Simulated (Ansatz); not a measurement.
# One shape, several levels: [AlH3]− (SMILES [AlH3-])

Aim: a comparison of 6 runs (UCAM-B3LYP/3-21G, U-revPBE/6-31G*, UBLYP/6-31G*, UHSE06/6-31G*, UPBE/6-31G*, UMP2/3-21G) of [AlH3]−. 

The results are computed with Ansatz 0.2.0.

## (1) Starting point

[AlH3]− has 4 atoms, charge -1, and is taken as a doublet. As SMILES, `[AlH3-]`. The H2–Al1 distance was set to 3.368 Å, away from the relaxed value. At this shape a bond of the SMILES string is far longer than usual.

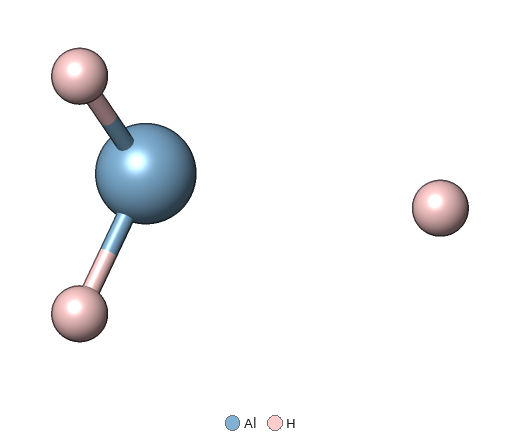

The structure, seen from a chosen angle (aluminium light blue, hydrogen pink).

## (2) A single-point energy at UCAM-B3LYP/3-21G (run 1)

Input file molecule.yaml:

```yaml
crystal:
  periodic: [false, false, false]
  atoms:
    - {symbol: Al, position_ang: [-0.794045, 0.156628, -1.838972]}
    - {symbol: H, position_ang: [0.471920, 0.754070, 1.224440]}
    - {symbol: H, position_ang: [-1.983095, -0.982582, -1.481212]}
    - {symbol: H, position_ang: [0.406265, -0.824282, -2.499402]}
basis:
  gaussian:
    orbitals: 3-21G.json
total_charge: -1
magnetization:
  spin_polarized: true
  initial_magnetization: 1
hamiltonian:
  xc: {name: CAM-B3LYP}
accuracy: high
```

The basis set 3-21G is read from a file made from the Basis Set Exchange's data (not shown).

Started as:

```sh
$ ansatz run molecule.yaml --threads 1 --pin off --max-ram 2610MiB --events-out events.jsonl --progress --plain --runs-dir runs
```

What it wrote:

```text
Warning: RAYON_NUM_THREADS=1 ignored (pool sized by the plan → 1); use --threads N
Functional definition: CAM-B3LYP
  name "CAM-B3LYP"
  parameter alpha = 0.19
  parameter beta = 0.46
  parameter omega = 0.33/bohr
  parameter ac = 0.81
  exchange = (1 - alpha - beta)*b88_x + beta*b88_x_sr(omega) + alpha*exact_x + beta*exact_x_lr(omega)
  correlation = (1 - ac)*vwn5_c + ac*lyp_c
364 factors; integrals over basis functions are off by at most 3.1e-9 eV
183 factors; integrals over basis functions are off by at most 1.5e-9 eV
mean field evaluation 1: about -6603.2567 eV, gradient 9.6e0 eV
mean field evaluation 2: about -6600.3193 eV, gradient 1.5e1 eV
mean field evaluation 4: about -6605.1723 eV, gradient 8.6e-1 eV
mean field evaluation 8: about -6605.3433 eV, gradient 4.8e-1 eV
mean field evaluation 16: about -6605.3487 eV, gradient 1.0e-3 eV
mean field evaluation 32: about -6604.6319 eV, gradient 3.0e0 eV
mean field -6605.34870894 eV, -242.7420877875 hartree, gradient 6.0e-8 eV, S^2 0.932682; 2 other end points of the search recorded, 0 dependent functions left out
reference -6605.34872594 eV, -242.7420884120 hartree; 9, 8 occupied and 10, 11 virtual orbitals, 364 factors
Total energy: -6605.34872594 eV, -242.7420884120 hartree
```

Run time: 1.8 s. Hardware: 1 thread of Arm Neoverse V2, shared host; peak memory 0.11 GiB.

## (3) The energy at U-revPBE/6-31G(d) (spherical functions) (run 2)

Edit molecule.yaml of step 2 so:

```diff
@@ -8,10 +8,6 @@
 basis:
-  gaussian:
-    orbitals: 3-21G.json
+  gaussian: {orbitals: 6-31G_st_-spherical.json}
 total_charge: -1
-magnetization:
-  spin_polarized: true
-  initial_magnetization: 1
-hamiltonian:
-  xc: {name: CAM-B3LYP}
+magnetization: {spin_polarized: true, initial_magnetization: 1}
+hamiltonian: {xc: {name: revPBE}}
 accuracy: high
```

The basis set 6-31G* is read from a file made from the Basis Set Exchange's data (not shown).

Started as:

```sh
$ ansatz run molecule.yaml --threads 1 --pin off --max-ram 2610MiB --events-out events.jsonl --progress --plain --runs-dir runs
```

What it wrote:

```text
Warning: RAYON_NUM_THREADS=1 ignored (pool sized by the plan → 1); use --threads N
Functional definition: revPBE
  name "revPBE"
  parameter kappa = 1.245
  parameter beta = 0.06672455060314922
  exchange = pbe_x(kappa = kappa, mu = beta*pi^2/3)
  correlation = pbe_c(beta = beta)
446 factors; integrals over basis functions are off by at most 3.8e-9 eV
mean field evaluation 1: about -6638.2840 eV, gradient 1.2e1 eV
mean field evaluation 2: about -6624.7324 eV, gradient 1.9e1 eV
mean field evaluation 4: about -6640.7280 eV, gradient 1.7e0 eV
mean field evaluation 8: about -6640.7754 eV, gradient 1.3e0 eV
mean field evaluation 16: about -6640.8064 eV, gradient 2.4e-3 eV
mean field evaluation 32: about -6639.2635 eV, gradient 5.5e0 eV
mean field -6640.80635494 eV, -244.0451322438 hartree, gradient 2.8e-8 eV, S^2 0.815754; 3 other end points of the search recorded, 0 dependent functions left out
reference -6640.80635921 eV, -244.0451324008 hartree; 9, 8 occupied and 15, 16 virtual orbitals, 446 factors
Total energy: -6640.80635921 eV, -244.0451324008 hartree
```

It took 1.6 s on 1 thread of Arm Neoverse V2, shared host; peak memory 0.11 GiB.

Run 3 isn't shown in full; the table further down has it.

## (4) The energy at UHSE06/6-31G(d) (spherical functions) (run 4)

Input file run.yaml:

```yaml
crystal:
  periodic: [false, false, false]
  atoms:
    - {symbol: Al, position_ang: [-0.794045, 0.156628, -1.838972]}
    - {symbol: H, position_ang: [0.471920, 0.754070, 1.224440]}
    - {symbol: H, position_ang: [-1.983095, -0.982582, -1.481212]}
    - {symbol: H, position_ang: [0.406265, -0.824282, -2.499402]}
basis:
  gaussian:
    orbitals: 6-31G_st_-spherical.json
total_charge: -1
hamiltonian:
  xc: hse06
magnetization:
  spin_polarized: true
  initial_magnetization: 1
accuracy: high
```

The basis set 6-31G* is read from a file made from the Basis Set Exchange's data (not shown).

Started as:

```sh
$ ansatz run run.yaml --threads 1 --pin off --max-ram 2610MiB --events-out events.jsonl --progress --plain --runs-dir runs
```

What it wrote:

```text
Warning: RAYON_NUM_THREADS=1 ignored (pool sized by the plan → 1); use --threads N
Functional definition: HSE06
  name "HSE06"
  parameter a = 0.25
  parameter omega = 0.11/bohr
  exchange = pbe_x - a*pbe_x_sr(omega) + a*exact_x_sr(omega)
  correlation = pbe_c
446 factors; integrals over basis functions are off by at most 3.8e-9 eV
77 factors; integrals over basis functions are off by at most 7.8e-10 eV
mean field evaluation 1: about -6636.5498 eV, gradient 9.9e0 eV
mean field evaluation 2: about -6624.6154 eV, gradient 1.7e1 eV
mean field evaluation 4: about -6638.3400 eV, gradient 2.1e0 eV
mean field evaluation 8: about -6638.4742 eV, gradient 1.3e0 eV
mean field evaluation 16: about -6638.5440 eV, gradient 5.0e-3 eV
mean field evaluation 32: about -6637.8567 eV, gradient 1.0e0 eV
mean field -6638.54396431 eV, -243.9619909217 hartree, gradient 3.4e-8 eV, S^2 0.890813; 1 other end points of the search recorded, 0 dependent functions left out
reference -6638.54396777 eV, -243.9619910489 hartree; 9, 8 occupied and 15, 16 virtual orbitals, 446 factors
Total energy: -6638.54396777 eV, -243.9619910489 hartree
```

It took 2.5 s on 1 thread of Arm Neoverse V2, shared host; peak memory 0.11 GiB.

Run 5 isn't shown in full; the table further down has it.

## (5) The energy at UMP2/3-21G (run 6)

Input file in.yaml:

```yaml
crystal:
  periodic: [false, false, false]
  atoms:
    - symbol: Al
      position_ang: [-0.794045, 0.156628, -1.838972]
    - symbol: H
      position_ang: [0.471920, 0.754070, 1.224440]
    - symbol: H
      position_ang: [-1.983095, -0.982582, -1.481212]
    - symbol: H
      position_ang: [0.406265, -0.824282, -2.499402]
basis:
  gaussian: {orbitals: 3-21G.json}
total_charge: -1
magnetization: {spin_polarized: true, initial_magnetization: 1}
correlation: {method: mp2, frozen_orbitals: {Al: 5, H: 0}}
accuracy: high
```

The basis set 3-21G is read from a file made from the Basis Set Exchange's data (not shown).

Started as:

```sh
$ ansatz run in.yaml --threads 1 --pin off --max-ram 2610MiB --events-out events.jsonl --progress --plain --runs-dir runs
```

What it wrote:

```text
Warning: RAYON_NUM_THREADS=1 ignored (pool sized by the plan → 1); use --threads N
Functional definition: HF
  name "HF"
  exchange = exact_x
  correlation = 0
364 factors; integrals over basis functions are off by at most 3.1e-9 eV
mean field evaluation 1: about -6588.0376 eV, gradient 8.5e0 eV
mean field evaluation 2: about -6588.0392 eV, gradient 8.5e0 eV
mean field evaluation 4: about -6589.5543 eV, gradient 1.2e0 eV
mean field evaluation 8: about -6589.5632 eV, gradient 3.5e-1 eV
mean field evaluation 16: about -6590.2080 eV, gradient 2.5e-8 eV
mean field evaluation 32: about -6590.0957 eV, gradient 1.4e-8 eV
mean field evaluation 64: about -6589.5648 eV, gradient 2.3e-4 eV
mean field -6590.20800052 eV, -242.1856770156 hartree, gradient 3.5e-8 eV, S^2 1.173795; 9 other end points of the search recorded, 0 dependent functions left out
5 core orbitals not correlated: weight in the atoms' cores, before any rotation towards them, 1.000 or more for the frozen orbitals, at most 0.000 for the correlated occupied ones
reference -6590.20800052 eV, -242.1856770156 hartree; 4, 3 occupied and 10, 11 virtual orbitals, 364 factors
second order -0.99150041 eV of doubles, -0.00000000 eV of singles
Total energy: -6591.19950093 eV, -242.2221139836 hartree
```

It took 0.16 s on 1 thread of Arm Neoverse V2, shared host.

## (6) The series

```
run                                  level  frozen core orbitals  energy (Eh)   ⟨S²⟩  wall time
  1                       UCAM-B3LYP/3-21G                     –  -242.742088  0.933      1.8 s
  2  U-revPBE/6-31G* (spherical functions)                     –  -244.045132  0.816      1.6 s
  3     UBLYP/6-31G* (spherical functions)                     –  -244.087832  0.803      1.4 s
  4    UHSE06/6-31G* (spherical functions)                     –  -243.961991  0.891      2.5 s
  5      UPBE/6-31G* (spherical functions)                     –  -243.945908  0.814      1.5 s
  6                             UMP2/3-21G                     5  -242.222114  1.174     0.16 s
```

## (7) Summary of results

| quantity | value |
| --- | --- |
| run 6: total energy | -242.22211 Eh |
| run 6: correlation energy (5 core orbitals frozen) | -36.4 mEh |
| run 6: ⟨S²⟩ of the reference determinant | 1.174 |

In words: Totals of different functionals can't be ranked against each other. Spin contamination of the reference: run 6 ⟨S²⟩ = 1.17, run 1 ⟨S²⟩ = 0.93, run 4 ⟨S²⟩ = 0.89. All runs together took 8.9 s, the longest 2.5 s.
